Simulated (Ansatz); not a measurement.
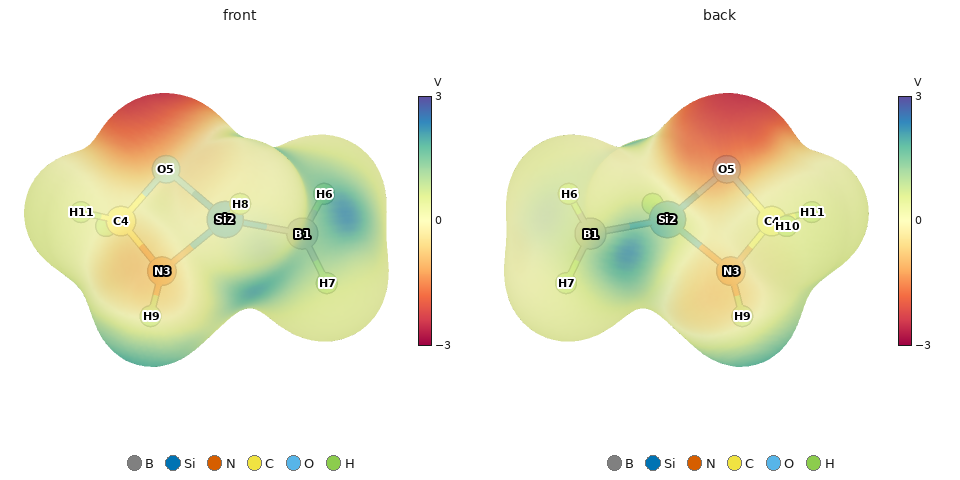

Figure. CH6BNOSi (SMILES B[SiH]1NCO1). The electrostatic potential painted on the density surface at 0.002 e/bohr³, seen from the front and from behind; the colour scale runs from red (negative) to blue (positive).

These are results of Ansatz, RKS B3LYP/6-31G, not measurements.

```yaml
atoms:
  - { symbol: B, position_ang: [-2.1415, -0.2351, 0.0763] }
  - { symbol: Si, position_ang: [-0.1974, -0.6846, 0.3714] }
  - { symbol: N, position_ang: [0.6687, -1.3971, -1.0259] }
  - { symbol: C, position_ang: [0.9227, -2.6710, -0.3269] }
  - { symbol: O, position_ang: [0.2185, -2.3434, 0.9425] }
  - { symbol: H, position_ang: [-3.0036, -0.6867, 0.7650] }
  - { symbol: H, position_ang: [-2.4518, 0.4891, -0.8213] }
  - { symbol: H, position_ang: [0.5216, 0.3813, 1.1810] }
  - { symbol: H, position_ang: [0.9641, -1.1687, -1.9593] }
  - { symbol: H, position_ang: [0.4623, -3.5455, -0.8010] }
  - { symbol: H, position_ang: [1.9813, -2.8682, -0.1181] }
```

Which sites attract a positive test charge, and which a negative one?

A positive charge is drawn to the negative regions and a negative charge to the positive ones. The most negative region (about −2.4 V, or −55 kcal/mol for a unit charge) lies over O5, the most positive (about +2.2 V, or +51 kcal/mol for a unit charge) over B1. O5 is the likeliest acceptor of a hydrogen bond.
